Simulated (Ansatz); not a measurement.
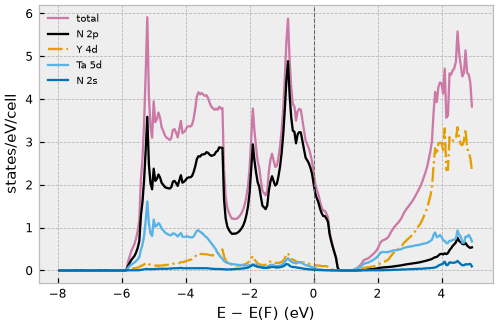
*Total and projected density of states of YTaN3 (cubic perovskite, Pm-3m), plane-wave PAW r²SCAN (Ansatz code)*

Which orbitals carry the states next to the Fermi level?

Within 0.5 eV of the Fermi level: N 2p 88 %, Y 4d 6 %. Projections are on Löwdin-orthogonalised atomic valence shells; empty p or d shells of many metals are not among them.

Where is the tallest occupied peak in this window, and what makes it?

Near -5.2 eV, about 5.9 states/eV per cell; the largest projected share is N 2p.

The start of the workflow was typed in or built on a structure type; neither database checked (COD, Materials Project) lists it. Its standing as an ambient phase is unchecked. The cell was relaxed with r²SCAN under the symmetry of its start; whether a distortion lowers the energy is not shown. No spin polarisation was allowed. With an odd number of electrons in the cell and no spin polarisation, the count alone makes it a metal. Spin–orbit coupling is left out wherever it is not named.

Potentials: the earlier of the program's two PAW sets.
